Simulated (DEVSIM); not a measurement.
System: In0.49Ga0.51P/GaAs p-n heterojunction, at 300 K.

| layer (left to right) | material | thickness (μm) | Nd (cm⁻³) | Na (cm⁻³) | τn (s) | τp (s) |
|---|---|---|---|---|---|---|
| 1 | In0.49Ga0.51P | 0.650 | - | 5.9e16 | 4.3e-10 | 4.3e-10 |
| 2 | GaAs | 0.610 | 1e17 | - | 4.3e-10 | 4.3e-10 |

Left contact: ohmic. Right contact: ohmic. Voltage is applied to the left contact. Recombination: SRH at mid-gap. Mobility is μmin + (μ − μmin)/(1 + (N/Nref)^α).

Constants are typed, rounded textbook-type inputs, not results; the design itself was drawn at random and stands for no fabricated device. Values at 300 K.

| parameter | In0.49Ga0.51P | GaAs |
|---|---|---|
| gap (eV) | 1.89 | 1.424 |
| affinity (eV) | 4 | 4.07 |
| permittivity | 11.8 | 12.9 |
| Nc (cm⁻³) | 9e17 | 4.7e17 |
| Nv (cm⁻³) | 1.3e19 | 9e18 |
| μn (cm²/Vs) | 1500 | 8500 |
| μp (cm²/Vs) | 80 | 400 |
| μn,min | 400 | 500 |
| μp,min | 15 | 20 |
| Nref,n | 2e16 | 6e16 |
| Nref,p | 1.5e17 | 1.5e17 |
| αn | 0.7 | 0.39 |
| αp | 0.8 | 0.38 |

Simulated with DEVSIM: 1D drift-diffusion, Boltzmann statistics, complete ionisation; no tunnelling, impact ionisation, image-force lowering or self-heating. Band offsets follow the typed affinities; no thermionic-emission limit at abrupt steps, no polarisation charge.

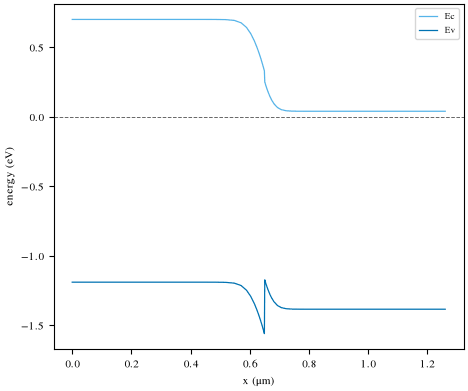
Figure: Band edges at 1.05 V on the left contact

Energies count from the Fermi level of the right contact; mesh points crowd at the junctions.

| x (μm) | Ec (eV) | Ev (eV) | n (cm⁻³) | p (cm⁻³) | field (V/cm) |
|---|---|---|---|---|---|
| 0.000 | 0.701 | -1.190 | < 1e2 | 5.9e16 | ≈ 0 |
| 0.005178 | 0.701 | -1.190 | 13000 | 5.9e16 | ≈ 0 |
| 0.01585 | 0.701 | -1.190 | 41000 | 5.9e16 | ≈ 0 |
| 0.03962 | 0.701 | -1.190 | 100000 | 5.9e16 | ≈ 0 |
| 0.1119 | 0.701 | -1.190 | 290000 | 5.9e16 | ≈ 0 |
| 0.2360 | 0.701 | -1.190 | 610000 | 5.9e16 | ≈ 0 |
| 0.4342 | 0.701 | -1.190 | 1200000 | 5.9e16 | ≈ 0 |
| 0.5708 | 0.676 | -1.214 | 3900000 | 2.3e16 | -13000 |
| 0.6157 | 0.544 | -1.346 | 6.5e8 | 1.4e14 | -49000 |
| 0.6359 | 0.427 | -1.462 | 5.9e10 | 1.5e12 | -67000 |
| 0.6457 | 0.358 | -1.532 | 8.8e11 | 7.2e10 | -76000 |
| 0.6519 | 0.241 | -1.183 | 4.2e13 | 2.0e14 | -70000 |
| 0.6590 | 0.194 | -1.230 | 2.5e14 | 3.4e13 | -60000 |
| 0.6737 | 0.121 | -1.303 | 4.3e15 | 2.0e12 | -40000 |
| 0.7231 | 0.043 | -1.381 | 8.7e16 | 9.3e10 | -2500 |
| 0.8058 | 0.040 | -1.384 | 1.0e17 | 6.6e10 | ≈ 0 |
| 0.9672 | 0.040 | -1.384 | 1.0e17 | 3.9e10 | ≈ 0 |
| 1.120 | 0.040 | -1.384 | 1.0e17 | 1.8e10 | ≈ 0 |
| 1.210 | 0.040 | -1.384 | 1.0e17 | 6.4e9 | ≈ 0 |
| 1.239 | 0.040 | -1.384 | 1.0e17 | 2.6e9 | ≈ 0 |
| 1.252 | 0.040 | -1.384 | 1.0e17 | 9.6e8 | ≈ 0 |
| 1.260 | 0.040 | -1.384 | 1.0e17 | < 1e2 | ≈ 0 |
